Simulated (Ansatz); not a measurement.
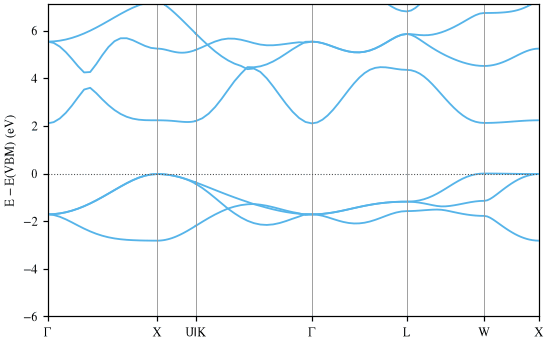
Fig. 1. Band structure from LDA (plane waves, PAW; program Ansatz)

Read off the gap and where the band edges lie.

About 2.1 eV (2.10 eV by a search for the band edges); maximum at W, minimum at Γ.

Which of these materials gives this?
(A) AgI, zinc blende
(B) YN, zinc blende
(C) BN, rock salt
(D) TePb, zinc blende

B, YN, zinc blende

Space group F-43m (zinc blende). The first step of the workflow began from a Materials Project structure, measured or hypothetical; the Crystallography Open Database copy checked does not list it. COD files the formula under space group No. 225, so this cell is another polymorph or a model. Its standing as an ambient phase is unchecked. The cell was relaxed with LDA under the symmetry of its start; whether a distortion lowers the energy is not shown. The run is not spin-polarised. Scalar-relativistic: spin–orbit coupling is off unless named, which matters more the heavier the elements.

Potentials: the later of the program's two PAW sets.
